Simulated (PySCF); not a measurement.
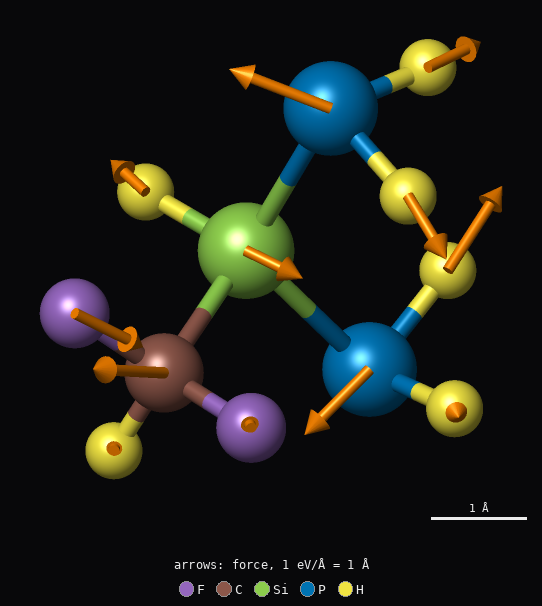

Starting geometry of CH$_{6}$F$_{2}$P$_{2}$Si with the computed forces as orange arrows. Style: ball-and-stick. Shown from a free direction.

The start comes from GFN2-xTB. Its atoms were then displaced at random by about 0.01 Å.

The calculation used PBE0-D3(BJ)/def2-SVP geometry optimisation, gas phase in PySCF. 

### Is this structure relaxed? If not, where do the atoms go?

It isn't relaxed: the largest force vector, on the C atom, is 1.36 eV/Å. The final displacements have little in common with the starting forces (cosine between the two patterns 0.14). The energy falls by 11.5 kJ/mol in 9 geometry steps. An H atom moves most after the best rigid fit: 0.30 Å. By element the largest moves are H 0.30 Å, F 0.20 Å, P 0.15 Å, C 0.08 Å, Si 0.05 Å. Near-neighbour distances that change, for instance: H–P 1.381 → 1.429 Å, C–F 1.391 → 1.357 Å, H–Si 1.461 → 1.494 Å, C–Si 1.910 → 1.929 Å. Bond angles that change, for instance: Si–P–H 95.1° → 92.1°, Si–P–H 96.2° → 93.3°, Si–C–H 116.1° → 113.9°. The run took 110 s on 1 thread of Arm Neoverse N1, with other jobs on the host.
